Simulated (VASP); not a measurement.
# Lattice of FeGe across functionals and dispersion corrections, part 2 of 2

Aim: relax FeGe at several levels and hold each cell against experiment. The start is a cell from a database of measured crystal structures.

VASP 6.6.1, plane waves and PAW; the level of theory is named at each step.

Still holding for the runs below: The magnetic state follows from one typed start and may not be the lowest. The k-mesh is coarse for a metal.

So far. Step 6 (Relaxation with PBE + D3(BJ)): It ends at 12.29 Å³/atom, -4.7 % from the start, with -0.08 GPa left. The conventional cell has a = 4.615 Å. The largest moment is 1.13 μB. Against plain PBE, the dispersion term moves a by -1.1 %. Step 7 (Relaxation with r2SCAN + rVV10): It ends at 12.90 Å³/atom, +0.1 % from the start, with -0.06 GPa left. The conventional cell has a = 4.691 Å. The largest moment is 2.14 μB. Against plain r2SCAN, the dispersion term moves a by -0.6 %.

### 8. Relaxation with BLYP + D3(BJ)

This step: BLYP with D3(BJ), spin-polarised from a ferromagnetic start; plane waves and PAW (Fe, Ge_d) (VASP 6.6.1).

BLYP comes from molecular chemistry and underbinds dense solids.

Contents of INCAR:

```
SYSTEM = FeGe
PREC = Accurate
ENCUT = 520
EDIFF = 1E-06
NELM = 100
ISMEAR = -1
SIGMA = 0.05
LREAL = .FALSE.
ALGO = Normal
GGA = B5
ALDAX = 1
AGGAX = 1
AGGAC = 1
ALDAC = 0
IVDW = 12
VDW_S6 = 1
VDW_S8 = 2.6996
VDW_A1 = 0.4298
VDW_A2 = 4.2359
NBANDS = 65
ISPIN = 2
MAGMOM = 3 3 3 3 0 0 0 0
LASPH = .TRUE.
LMAXMIX = 4
LORBIT = 11
LWAVE = .FALSE.
LCHARG = .FALSE.
KPAR = 8
IBRION = 2
NSW = 60
ISIF = 3
EDIFFG = -0.01
```

Contents of POSCAR:

```
FeGe
1.0
    4.6890000000      0.0000000000      0.0000000000
    0.0000000000      4.6890000000      0.0000000000
    0.0000000000      0.0000000000      4.6890000000
Fe Ge
4 4
Direct
    0.1350000000      0.1350000000      0.1350000000
    0.3650000000      0.8650000000      0.6350000000
    0.6350000000      0.3650000000      0.8650000000
    0.8650000000      0.6350000000      0.3650000000
    0.8420000000      0.8420000000      0.8420000000
    0.6580000000      0.1580000000      0.3420000000
    0.3420000000      0.6580000000      0.1580000000
    0.1580000000      0.3420000000      0.6580000000
```

Contents of KPOINTS:

```
Automatic mesh
0
Gamma
5 5 5
0 0 0
```

PAW data sets: Fe and Ge_d (PBE family, release 64).

Launch:

```sh
$ mpirun -np 8 vasp_std
```

It took 1.8 min on 8 MPI ranks of Intel Xeon 6975P-C (Granite Rapids), shared host; peak memory 3 GiB; 14 min of CPU time.

It ends at 12.45 Å³/atom, -3.4 % from the start, with 0.13 GPa left. The conventional cell has a = 4.635 Å. The largest moment is 1.11 μB.

### 9. Relaxation with RPBE

This step: RPBE, spin-polarised from a ferromagnetic start; plane waves and PAW (Fe, Ge_d) (VASP 6.6.1).

RPBE by itself binds more weakly than PBE and expands cells.

Changes to INCAR since step 8:

```diff
@@ -9,12 +9,3 @@
 ALGO = Normal
-GGA = B5
-ALDAX = 1
-AGGAX = 1
-AGGAC = 1
-ALDAC = 0
-IVDW = 12
-VDW_S6 = 1
-VDW_S8 = 2.6996
-VDW_A1 = 0.4298
-VDW_A2 = 4.2359
+GGA = RP
 NBANDS = 65
```

POSCAR is that of step 8.

KPOINTS is that of step 8.

Launch:

```sh
$ mpirun -np 8 vasp_std
```

Wall time 91 s (8 MPI ranks); peak memory 2.9 GiB; 12 min of CPU time.

Spin moment in the PAW sphere by atom:

| atom | spin moment in the PAW sphere (μB) |
| --- | --- |
| Fe1 | 1.24 |
| Fe2 | 1.24 |
| Fe3 | 1.24 |
| Fe4 | 1.24 |
| Ge5 | -0.09 |
| Ge6 | -0.09 |
| Ge7 | -0.09 |
| Ge8 | -0.09 |

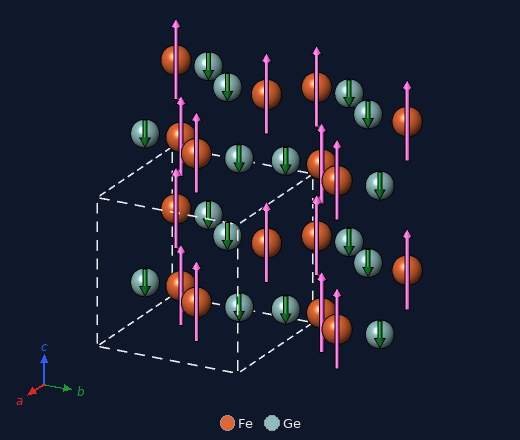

Spin moment in the PAW sphere as arrows, the longest 1.24 μB. Up and down stand for the sign. Arrows give size and sign along the axis of quantisation, drawn up and down the page. Each arrow also spans its atom, so small moments look longer than they are. The two directions have two colours. 1×2×2 cells are drawn.

It ends at 13.03 Å³/atom, +1.1 % from the start, with 0.04 GPa left. The conventional cell has a = 4.706 Å. The largest moment is 1.24 μB.

### 10. The cells as a table

This step: relaxed cells at several levels; plane waves and PAW (VASP 6.6.1).

No new run; the numbers come from the runs before.

Lengths are those of the conventional cell; cost is the wall time of each run, as given at its step, times its ranks, without the set-up around it. Results by level, by row:

| level | volume (Å³/atom) | change from the start (%) | a (Å) | largest site moment (μB) | cost (core minutes) |
| --- | --- | --- | --- | --- | --- |
| LDA | 11.74 | -8.9 | 4.545 | 0 | 13.3 |
| PBEsol | 12.16 | -5.6 | 4.599 | 1.104 | 12.9 |
| PBE | 12.7 | -1.4 | 4.667 | 1.17 | 8.53 |
| r2SCAN | 13.12 | 1.8 | 4.717 | 2.229 | 26.4 |
| PBE + D3(BJ) | 12.29 | -4.7 | 4.615 | 1.134 | 14.4 |
| r2SCAN + rVV10 | 12.9 | 0.1 | 4.691 | 2.14 | 40.1 |
| BLYP + D3(BJ) | 12.45 | -3.4 | 4.635 | 1.109 | 14 |
| RPBE | 13.03 | 1.1 | 4.706 | 1.24 | 12.1 |

### 11. Outcome

```yaml
volume_lda: 11.74 Å³/atom
volume_pbesol: 12.16 Å³/atom
volume_pbe: 12.70 Å³/atom
volume_r2scan: 13.12 Å³/atom
volume_pbe_d3_bj: 12.29 Å³/atom
volume_r2scan_rvv10: 12.90 Å³/atom
volume_blyp_d3_bj: 12.45 Å³/atom
volume_rpbe: 13.03 Å³/atom
```

**Reading.** For FeGe the levels give volumes between 11.74 Å³/atom (LDA) and 13.12 Å³/atom (r2SCAN), a spread of 11.8 %, while the cost of the finished runs spans a factor of 4.7. Within 1 % of experiment on every length: PBE, r2SCAN, r2SCAN + rVV10 and RPBE. The nearest, RPBE, is among the cheap ones. Thermal and zero-point expansion, often some tenths of a per cent in length, bear on this order: with the measured lengths lowered by an assumed 0.4 % the nearest becomes r2SCAN + rVV10. The costs hold the number of ionic steps as well as the price of the functional. SCAN-type functionals tend to overstate the moments of itinerant magnets. r2SCAN and r2SCAN + rVV10 ended with a moment of the cell far from the others (8.0 and 7.6 against about 4.2 μB), so in another magnetic state, which bears on the volume. LDA ended without moments and the others with them, so the comparison mixes magnetic states. The closing table has room for seven levels; BLYP + D3(BJ) stands in the table of levels alone. Adding D3(BJ) to PBE changes the volume by -3.3 % (a by -1.1 %). Adding rVV10 to r2SCAN changes the volume by -1.7 % (a by -0.6 %). Within 0.02 Å all end in space group P2_13; the runs can't lower the symmetry of the start. The k-sampling is coarse for a metal, so the Fermi level, moments, pressures and the shape of the cell carry errors. Only the typed magnetic starts were tried, so the magnetic ground state may differ and with it the other results. The largest site moment differs between levels, from 0.00 μB (LDA) to 2.23 μB (r2SCAN); larger moments and larger volumes go together in magnets, so the two can't be judged apart. Each is a single relaxation on the plane waves of the start cell, so larger changes of volume carry a basis-set error that was not tested here.

Calculation against experiment:

```
              quantity  measured             LDA          PBEsol             PBE          r2SCAN    PBE + D3(BJ)  r2SCAN + rVV10            RPBE
lattice constant a (Å)     4.701  4.545 (-3.3 %)  4.599 (-2.2 %)  4.667 (-0.7 %)  4.717 (+0.3 %)  4.615 (-1.8 %)  4.691 (-0.2 %)  4.706 (+0.1 %)
```

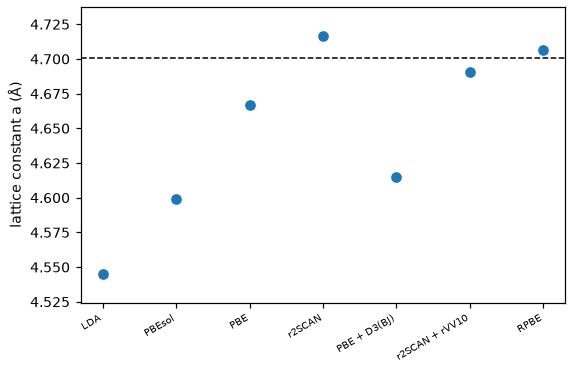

The lattice constant a by level; the dashed line is the measured value.

Measured values from arxiv:1608.03582 (2016).

How well it matches: For the lattice constant a, of the levels listed nearest comes RPBE (+0.1 %) and farthest LDA (-3.3 %). The magnetic state of these runs (an ordered one) need not be that of the sample, so the match is not graded. For lattice constants the calculation has a static lattice, without zero-point motion or thermal expansion (measured at up to 290 K).

[Lines on the potential files, build, host, timing and source positions are cut from VASP's logs without a mark.]

[Logs are printed without paths, hosts, clocks, repeated set-up lines and the standing remarks that a program may print on its own settings, such as how far it seeks lower states.]

[Hosts, paths, dates, database ids (printed as entryN), source tags and the programs' standing remarks are cut or masked in the printed files.]

[Measured values are set beside computed ones only where the two were judged alike; some that the calculation misses by far are left out.]
